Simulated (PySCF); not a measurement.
```xyz
18

C     1.8624    0.9227   -0.7353
N     0.8428    0.3229    0.0885
C     1.3806   -0.6931    0.9657
Si   -0.8029    0.4116   -0.3755
N    -1.3388   -0.7292   -1.5448
C    -1.8961   -0.0325    1.1489
F    -3.2000    0.2639    0.8664
F    -1.8877   -1.3649    1.4399
H     1.4277    1.7131   -1.3398
H     2.6477    1.3491   -0.1061
H     2.3235    0.1872   -1.4046
H     0.5889   -1.1268    1.5679
H     1.8626   -1.4962    0.3981
H     2.1279   -0.2473    1.6287
H    -1.0533    1.8280   -0.6644
H    -2.2985   -1.0375   -1.5524
H    -0.9448   -0.7604   -2.4711
H    -1.6507    0.4959    2.0781
```

Geometry: GFN2-xTB.

The calculation used CAM-B3LYP/def2-SVPD, SCF density, gas phase in PySCF.

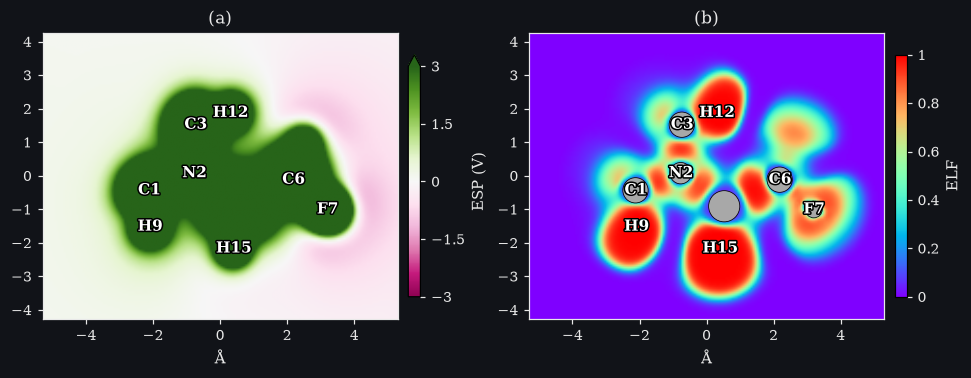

C3H10F2N2Si. (a) molecular electrostatic potential; (b) ELF on the plane of atoms N2, C3 and H12. Grey discs cover the atomic cores in the ELF map.

**Interpret the plot.**

The plane passes through C, N, F and H nuclei.
C–F (1.37 Å): the ELF peaks at about 0.85 between the atoms, as expected for a shared but strongly polarised pair.
C–N (1.44 Å): the ELF peaks at about 0.95 between the atoms; localised, covalent bonding.
C–H (1.09 Å): the ELF climbs to about 1 towards the hydrogen, as it does in any bond to H: an ordinary covalent bond to hydrogen.
The ELF also peaks beside F7 and F8, away from the bonds: lone-pair regions.
Outside the dense part of the molecule the potential is most negative (−1.1 V) near F7.
